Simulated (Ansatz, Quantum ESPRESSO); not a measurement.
# Work-function anisotropy of Fe, part 2 of 7

Aim: the work function of the low-index faces of Fe, their order, and how far the functional matters.

Quantum ESPRESSO 7.5; plane-wave DFT, PBE, GBRV ultrasoft pseudopotentials; geometry and cross-check by Ansatz 0.2.0 with PAW datasets.

So far. Step 2 (Geometry from Ansatz of (110)): The relaxation lowers the energy by 3 meV an atom. Held were the atoms numbered 3, 4 and 5; the forces quoted are those on the free ones.

## 3. Self-consistent run of (110), PBE

Both faces of the slab are alike, so a plain periodic cell serves and symmetry is kept.

Level of this step: plane-wave DFT, PBE, GBRV ultrasoft pseudopotentials (Quantum ESPRESSO 7.5).

110.pbe.in

```
&control
  prefix = '110.pbe'
  outdir = './out'
  pseudo_dir = './pseudo'
  calculation = 'scf'
  tprnfor = .true.
/
&system
  ibrav = 0
  nat = 7
  ntyp = 1
  ecutwfc = 40
  ecutrho = 200
  occupations = 'smearing'
  smearing = 'mv'
  degauss = 0.02
  nspin = 2
  starting_magnetization(1) = 0.42
/
&electrons
  conv_thr = 1e-07
  mixing_beta = 0.4
  electron_maxstep = 120
  mixing_mode = 'local-TF'
/
ATOMIC_SPECIES
  Fe  55.8450  fe_pbe_v1.5.uspp.F.UPF
CELL_PARAMETERS angstrom
  2.02939646200000 -1.43500000000000 0.00000000000000
  2.02939646200000 1.43500000000000 0.00000000000000
  0.00000000000000 0.00000000000000 28.17637877200000
ATOMIC_POSITIONS crystal
  Fe  0.000000000000 0.000000000000 0.287385427673
  Fe  0.500000000000 0.500000000000 0.357299332315
  Fe  0.000000000000 0.000000000000 0.427975256200
  Fe  0.500000000000 0.500000000000 0.500000000000
  Fe  0.000000000000 0.000000000000 0.572024743800
  Fe  0.500000000000 0.500000000000 0.642700601763
  Fe  0.000000000000 0.000000000000 0.712614468973
K_POINTS automatic
  12 12 1 0 0 0
```

Run with:

```bash
$ OMP_NUM_THREADS=1 mpirun -n 4 pw.x -nk 4 -in 110.pbe.in > 110.pbe.out
```

Log:

```text
Program PWSCF v.7.5 starts
[citation notice left out]

     Parallel version (MPI & OpenMP), running on       4 processor cores
     Number of MPI processes:                 4
     Threads/MPI process:                     1

     MPI processes distributed on     1 nodes
[...]
Current dimensions of program PWSCF are:
     Max number of different atomic species (ntypx) = 10
     Max number of k-points (npk) =  40000
     Max angular momentum in pseudopotentials (lmaxx) =  4
     Message from routine setup:
     using ibrav=0 with symmetry is DISCOURAGED, use correct ibrav instead

     K-points division:     npool     =       4
     Subspace diagonalization in iterative solution of the eigenvalue problem:
     a serial algorithm will be used

     G-vector sticks info
     --------------------
     sticks:   dense  smooth     PW     G-vecs:    dense   smooth      PW
     Sum         333     265     91                53007    37875    7627

     Using Slab Decomposition

     bravais-lattice index     =            0
     lattice parameter (alat)  =       4.6969  a.u.
     unit-cell volume          =    1107.4664 (a.u.)^3
     number of atoms/cell      =            7
     number of atomic types    =            1
     number of electrons       =       112.00
     number of Kohn-Sham states=           67
     kinetic-energy cutoff     =      40.0000  Ry
     charge density cutoff     =     200.0000  Ry
     scf convergence threshold =      1.0E-07
     mixing beta               =       0.4000
     number of iterations used =            8  local-TF  mixing
     Exchange-correlation=  SLA  PW   PBX  PBC
                           (   1   4   3   4   0   0   0)

     celldm(1)=   4.696901  celldm(2)=   0.000000  celldm(3)=   0.000000
     celldm(4)=   0.000000  celldm(5)=   0.000000  celldm(6)=   0.000000

     crystal axes: (cart. coord. in units of alat)
               a(1) = (   0.816497  -0.577350   0.000000 )
               a(2) = (   0.816497   0.577350   0.000000 )
               a(3) = (   0.000000   0.000000  11.336334 )

     reciprocal axes: (cart. coord. in units 2 pi/alat)
               b(1) = (  0.612372 -0.866025  0.000000 )
               b(2) = (  0.612372  0.866025 -0.000000 )
               b(3) = ( -0.000000  0.000000  0.088212 )

     PseudoPot. # 1 for Fe read from file:
     ./pseudo/fe_pbe_v1.5.uspp.F.UPF
     Pseudo is Ultrasoft + core correction, Zval = 16.0
     Generated by new atomic code, or converted to UPF format
     Using radial grid of  861 points,  6 beta functions with:
                l(1) =   0
                l(2) =   0
                l(3) =   1
                l(4) =   1
                l(5) =   2
                l(6) =   2
     Q(r) pseudized with  8 coefficients,  rinner =    1.000   1.000   1.000
                                                       1.000   1.000

     atomic species   valence    mass     pseudopotential
     Fe               16.00    55.84500     Fe( 1.00)

     Starting magnetic structure
     atomic species   magnetization
     Fe              0.420

      8 Sym. Ops., with inversion, found

   Cartesian axes

     site n.     atom                  positions (alat units)
         1        Fe     tau(   1) = (   0.0000000   0.0000000   3.2578973  )
         2        Fe     tau(   2) = (   0.8164966   0.0000000   4.0504647  )
         3        Fe     tau(   3) = (   0.0000000   0.0000000   4.8516706  )
         4        Fe     tau(   4) = (   0.8164966   0.0000000   5.6681672  )
         5        Fe     tau(   5) = (   0.0000000   0.0000000   6.4846638  )
         6        Fe     tau(   6) = (   0.8164966   0.0000000   7.2858689  )
         7        Fe     tau(   7) = (   0.0000000   0.0000000   8.0784359  )

     number of k points=    43  Marzari-Vanderbilt smearing, width (Ry)=  0.0200
                       cart. coord. in units 2pi/alat
        k(    1) = (   0.0000000   0.0000000   0.0000000), wk =   0.0069444
        k(    2) = (   0.0510310   0.0721688   0.0000000), wk =   0.0277778
        k(    3) = (   0.1020621   0.1443376   0.0000000), wk =   0.0277778
        k(    4) = (   0.1530931   0.2165064   0.0000000), wk =   0.0277778
        k(    5) = (   0.2041241   0.2886751   0.0000000), wk =   0.0277778
        k(    6) = (   0.2551552   0.3608439   0.0000000), wk =   0.0277778
        k(    7) = (  -0.3061862  -0.4330127   0.0000000), wk =   0.0138889
        k(    8) = (   0.1020621  -0.0000000   0.0000000), wk =   0.0138889
        k(    9) = (   0.1530931   0.0721688   0.0000000), wk =   0.0277778
        k(   10) = (   0.2041241   0.1443376   0.0000000), wk =   0.0277778
[...]
k(   43) = (  -0.6123724   0.0000000   0.0000000), wk =   0.0069444

     Dense  grid:    53007 G-vectors     FFT dimensions: (  24,  24, 240)

     Smooth grid:    37875 G-vectors     FFT dimensions: (  20,  20, 216)

     Estimated max dynamical RAM per process >     216.66 MB

     Estimated total dynamical RAM >     788.98 MB

     Check: negative core charge=   -0.000044
     Generating pointlists ...
     new r_m :   0.4045 (alat units)  1.8998 (a.u.) for type    1

     Initial potential from superposition of free atoms

     starting charge     105.0000, renormalised to     112.0000

     negative rho (up, down):  2.728E-04 1.114E-04
     Starting wfcs are   91 randomized atomic wfcs

     total cpu time spent up to now is        4.4 secs

     per-process dynamical memory:   161.3 Mb

     Self-consistent Calculation

     iteration #  1     ecut=    40.00 Ry     beta= 0.40
     Davidson diagonalization with overlap
     ethr =  1.00E-02,  avg # of iterations =  2.8

     negative rho (up, down):  1.714E-02 5.984E-03

     total cpu time spent up to now is       17.5 secs

     total energy              =   -1751.09047285 Ry
     estimated scf accuracy    <      18.25531249 Ry

     total magnetization       =    20.70 Bohr mag/cell
     absolute magnetization    =    21.33 Bohr mag/cell

     iteration #  2     ecut=    40.00 Ry     beta= 0.40
[...]
negative rho (up, down):  2.209E-02 1.509E-02

[...]
total energy              =   -1750.77902452 Ry
     estimated scf accuracy    <       4.54965124 Ry

     total magnetization       =    20.22 Bohr mag/cell
     absolute magnetization    =    20.83 Bohr mag/cell

     iteration #  3     ecut=    40.00 Ry     beta= 0.40
[...]
negative rho (up, down):  2.004E-02 1.411E-02

[...]
estimated scf accuracy    <       0.00000172 Ry

     total magnetization       =    16.78 Bohr mag/cell
     absolute magnetization    =    17.67 Bohr mag/cell

     iteration # 20     ecut=    40.00 Ry     beta= 0.40
[...]
negative rho (up, down):  5.176E-04 8.604E-04

[...]
total energy              =   -1752.29174426 Ry
     estimated scf accuracy    <       0.00000083 Ry

     total magnetization       =    16.78 Bohr mag/cell
     absolute magnetization    =    17.67 Bohr mag/cell

     iteration # 21     ecut=    40.00 Ry     beta= 0.40
[...]
negative rho (up, down):  5.254E-04 8.698E-04

[...]
total energy              =   -1752.29174427 Ry
     estimated scf accuracy    <       0.00000020 Ry

     total magnetization       =    16.79 Bohr mag/cell
     absolute magnetization    =    17.67 Bohr mag/cell

     iteration # 22     ecut=    40.00 Ry     beta= 0.40
[...]
negative rho (up, down):  5.286E-04 8.732E-04

[...]
total energy              =   -1752.29174430 Ry
     estimated scf accuracy    <       0.00000013 Ry

     total magnetization       =    16.78 Bohr mag/cell
     absolute magnetization    =    17.67 Bohr mag/cell

     iteration # 23     ecut=    40.00 Ry     beta= 0.40
[...]
negative rho (up, down):  5.332E-04 8.780E-04

     Magnetic moment per site  (integrated on atomic sphere of radius R)
     atom   1 (R=0.404)  charge= 14.2640  magn=  2.6556
     atom   2 (R=0.404)  charge= 14.3390  magn=  2.3796
     atom   3 (R=0.404)  charge= 14.3175  magn=  2.3115
     atom   4 (R=0.404)  charge= 14.3054  magn=  2.3107
     atom   5 (R=0.404)  charge= 14.3175  magn=  2.3115
     atom   6 (R=0.404)  charge= 14.3390  magn=  2.3796
     atom   7 (R=0.404)  charge= 14.2640  magn=  2.6556

[...]
End of self-consistent calculation

 ------ SPIN UP ------------

          k = 0.0000 0.0000 0.0000 (  4757 PWs)   bands (ev):

   -81.7551 -81.7548 -81.6096 -81.6061 -81.5822 -81.5585 -81.5413 -47.9557
   -47.9552 -47.7589 -47.6923 -47.6284 -47.6282 -47.5968 -47.5508 -47.5504
   -47.5372 -47.5232 -47.5022 -47.4896 -47.4774 -47.4771 -47.4528 -47.4432
   -47.4261 -47.4241 -47.4239 -47.4214  -1.6749  -1.2570  -0.4404   0.4936
     1.2488   1.5589   1.6770   3.1643   3.2153   3.4245   3.6292   3.8438
     3.9864   4.0194   4.0467   4.1728   4.1865   4.2038   4.2202   4.3729
     4.3780   4.8082   5.0920   5.1983   5.2389   5.2997   5.3045   5.3188
     5.3310   5.3312   5.4146   5.4431   5.4440   5.4539   5.4932   5.5468
     5.5634   5.6010   5.8504

          k = 0.0510 0.0722 0.0000 (  4751 PWs)   bands (ev):

   -81.7527 -81.7524 -81.6067 -81.6036 -81.5798 -81.5569 -81.5400 -47.9522
   -47.9518 -47.7549 -47.6971 -47.6407 -47.6324 -47.5991 -47.5607 -47.5600
   -47.5461 -47.5273 -47.5168 -47.4892 -47.4871 -47.4803 -47.4642 -47.4398
   -47.4396 -47.4322 -47.4316 -47.4254  -1.4674  -1.0554  -0.2483   0.6767
     1.4217   1.7116   1.8151   3.1887   3.2353   3.4390   3.6404   3.8508
     3.8778   3.9427   4.0376   4.1106   4.1266   4.1375   4.2633   4.2639
     4.5277   4.6798   4.9741   5.1061   5.1586   5.1887   5.2174   5.2282
     5.2735   5.3563   5.3825   5.4141   5.4310   5.4548   5.4970   5.5146
     5.6317   5.6464   6.0559

          k = 0.1021 0.1443 0.0000 (  4761 PWs)   bands (ev):

   -81.7461 -81.7458 -81.5987 -81.5964 -81.5733 -81.5524 -81.5368 -47.9432
   -47.9429 -47.7458 -47.7152 -47.6754 -47.6513 -47.6141 -47.5860 -47.5798
   -47.5715 -47.5537 -47.5408 -47.5215 -47.5021 -47.4852 -47.4816 -47.4680
   -47.4512 -47.4484 -47.4346 -47.4262  -0.8679  -0.4803   0.2852   1.1631
     1.8709   2.1169   2.1868   3.2269   3.2486   3.4264   3.6229   3.7126
     3.7535   3.8161   3.8843   3.8846   4.0132   4.0786   4.1105   4.2958
     4.4150   4.6716   4.7637   4.9531   5.0844   5.1420   5.1922   5.2300
     5.2370   5.3276   5.3324   5.4195   5.4259   5.4792   5.5599   5.6087
     5.7377   5.7706   5.9817

          k = 0.1531 0.2165 0.0000 (  4737 PWs)   bands (ev):

   -81.7371 -81.7368 -81.5877 -81.5865 -81.5638 -81.5463 -81.5331 -47.9324
   -47.9322 -47.7559 -47.7548 -47.7095 -47.6870 -47.6515 -47.6335 -47.6120
   -47.5982 -47.5817 -47.5755 -47.5598 -47.5174 -47.5033 -47.5026 -47.4769
   -47.4627 -47.4542 -47.4333 -47.4262   0.0427   0.3584   0.9903   1.6906
     2.2781   2.5498   2.6391   3.1924   3.2289   3.3359   3.4684   3.5728
     3.6831   3.7934   3.8492   3.8610   3.8898   3.9540   3.9734   4.0650
     4.0861   5.0434   5.0648   5.1490   5.1587   5.2426   5.2497   5.2864
     5.3370   5.3563   5.3798   5.4911   5.5038   5.5431   5.6467   5.6637
     5.7859   5.8281   6.1115

          k = 0.2041 0.2887 0.0000 (  4746 PWs)   bands (ev):

   -81.7280 -81.7277 -81.5768 -81.5763 -81.5531 -81.5405 -81.5305 -47.9249
   -47.9246 -47.8078 -47.8069 -47.7277 -47.7250 -47.7011 -47.6845 -47.6569
   -47.6331 -47.5995 -47.5900 -47.5656 -47.5318 -47.5213 -47.5168 -47.4810
   -47.4709 -47.4523 -47.4308 -47.4272   1.0756   1.2016   1.5225   1.8866
     2.2650   2.5726   2.8030   3.2291   3.2774   3.3180   3.3278   3.4049
     3.4889   3.5632   3.6596   3.8604   3.9125   4.2541   4.3510   4.6573
     4.6585   5.1318   5.1759   5.3176   5.3763   5.3972   5.4071   5.4401
     5.4813   5.5372   5.6039   5.6575   5.6680   5.7842   5.8323   5.8519
     5.8652   6.0191   6.4971

          k = 0.2552 0.3608 0.0000 (  4729 PWs)   bands (ev):

   -81.7214 -81.7211 -81.5689 -81.5686 -81.5429 -81.5365 -81.5309 -47.9231
   -47.9229 -47.8507 -47.8504 -47.7590 -47.7536 -47.7374 -47.7228 -47.7056
   -47.6222 -47.6091 -47.5891 -47.5628 -47.5417 -47.5354 -47.5345 -47.4827
   -47.4754 -47.4483 -47.4297 -47.4282   1.6927   1.7064   1.8564   1.8653
     2.1606   2.4188   2.6728   3.2026   3.2111   3.2287   3.2466   3.3114
     3.3400   3.3621   3.7640   4.0214   4.1650   4.6337   4.8697   5.1939
     5.2271   5.2803   5.3180   5.3897   5.4457   5.4585   5.4698   5.4897
     5.6850   5.6960   5.7517   5.9199   5.9202   6.0798   6.1618   6.4158
     6.6299   6.9509   7.0003

[...]
the Fermi energy is     6.4982 ev

!    total energy              =   -1752.29174436 Ry
     estimated scf accuracy    <       0.00000002 Ry
     smearing contrib. (-TS)   =       0.00779278 Ry
     internal energy E=F+TS    =   -1752.29953713 Ry

     The total energy is F=E-TS. E is the sum of the following terms:
     one-electron contribution =  -18039.16625587 Ry
     hartree contribution      =    9039.06311011 Ry
     xc contribution           =    -204.45363186 Ry
     ewald contribution        =    7452.25724048 Ry

     total magnetization       =    16.79 Bohr mag/cell
     absolute magnetization    =    17.67 Bohr mag/cell

     convergence has been achieved in  23 iterations

     negative rho (up, down):  5.332E-04 8.780E-04

     Forces acting on atoms (cartesian axes, Ry/au):

     atom    1 type  1   force =     0.00000000    0.00000000    0.00005824
     atom    2 type  1   force =     0.00000000    0.00000000    0.00083731
     atom    3 type  1   force =     0.00000000    0.00000000    0.01147903
     atom    4 type  1   force =     0.00000000    0.00000000    0.00000000
     atom    5 type  1   force =     0.00000000    0.00000000   -0.01147903
     atom    6 type  1   force =     0.00000000    0.00000000   -0.00083731
     atom    7 type  1   force =     0.00000000    0.00000000   -0.00005824

     Total force =     0.016277     Total SCF correction =     0.000853

[...]
=------------------------------------------------------------------------------=
   JOB DONE.
=------------------------------------------------------------------------------=
```

Wall time 3.7 min (4 MPI ranks of Arm Neoverse V2, shared host); peak memory 0.94 GiB; 15 min of CPU time.

Read from the output:

| Item | Value |
| --- | --- |
| free energy | -23841.1437 eV |
| Fermi energy | 6.498 eV |
| magnetization | 16.79 μB |
| absolute magnetization | 17.67 μB |
| site moments | 2.656, 2.380, 2.312, 2.311, 2.312, 2.380, 2.656 μB |

## 4. Electrostatic potential of (110)

plot_num = 11 writes the bare and Hartree potential. It leaves out exchange and correlation, which fade slowly, so it flattens close to the surface.

110.pbe.pot.in

```
&inputpp
  prefix = '110.pbe'
  outdir = './out'
  filplot = '110.pbe.pot.dat'
  plot_num = 11
/
```

Run with:

```bash
$ OMP_NUM_THREADS=1 mpirun -n 4 pp.x -in 110.pbe.pot.in > 110.pbe.pot.out
```

Log:

```text
[banner, memory and clock lines left out]
Program POST-PROC v.7.5 starts

          URL

     ./out/110.pbe.save/

     IMPORTANT: XC functional enforced from input :
     Exchange-correlation= PBE
                           (   1   4   3   4   0   0   0)
     Any further DFT definition will be discarded
     Please, verify this is what you really want

     Check: negative core charge=   -0.000044

     negative rho (up, down):  5.332E-04 8.780E-04

     Calling punch_plot, plot_num =  11
     Writing data to file  110.pbe.pot.dat
     Message from routine chdens:
     namelist plot not found or invalid, exiting
```

Elapsed: 0.8 s, on 4 MPI ranks; peak memory 0.09 GiB; 2.9 s of CPU time.

This step gave:

- work function of the upper face: 4.744 eV
- slope of the potential above: 3.21e-4 eV/Å
- upper vacuum line continued to the top atoms, over the Fermi level: 4.742 eV
- work function of the lower face: 4.744 eV
- slope of the potential below: -3.53e-4 eV/Å
- lower vacuum line continued to the bottom atoms, over the Fermi level: 4.742 eV

The potential energy, planar mean oscillates, so the rows of the table below give means over windows of 2 Å about each position, cut where the curve ends. Its maxima inside the range that stand out by 2 % of the span (Å: eV): 9.0: -1.41, 11.0: -1.10, 13.0: -0.749, 15.1: -0.750, 17.1: -1.10, 19.1: -1.41. Its minima: 8.1: -24.6, 10.1: -24.4, 12.1: -24.3, 14.1: -24.4, 16.1: -24.3, 18.1: -24.4, 20.1: -24.6.

Electrostatic potential energy of an electron; zero at the Fermi level. The potential energy, planar mean by z; means over each step:

```
z (Å)  potential energy, planar mean (eV)
 1.00                                4.74
 3.00                                4.74
 5.00                                4.68
 7.00                               -2.59
 9.00                               -11.7
11.00                               -11.4
13.00                               -10.8
15.00                               -10.8
17.00                               -11.4
19.00                               -11.7
21.00                               -5.09
23.00                                4.65
25.00                                4.74
27.00                                4.74
```

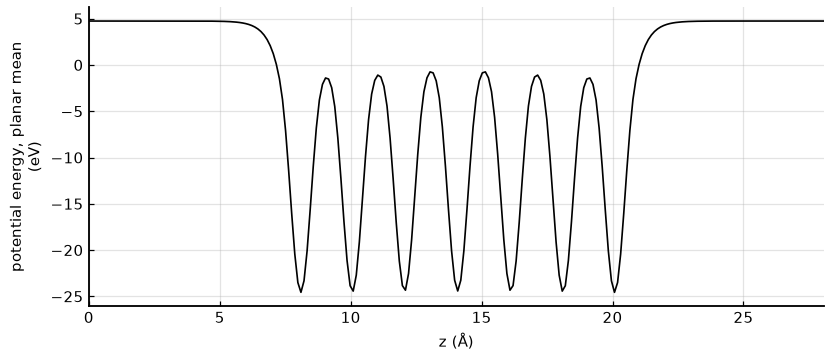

Potential energy, planar mean, plotted against z.

[end of part 2 of 7]

[Logs are printed without paths, hosts, clocks, repeated set-up lines and the standing remarks that a program may print on its own settings, such as how far it seeks lower states.]

[Hosts, paths, dates, database ids (printed as entryN), source tags and the programs' standing remarks are cut or masked in the printed files.]

[Maps of the electrostatic potential energy from Ansatz leave out the sawtooth potential of an applied field or a dipole correction, so their vacuum need not be flat; planar profiles and work functions include it.]
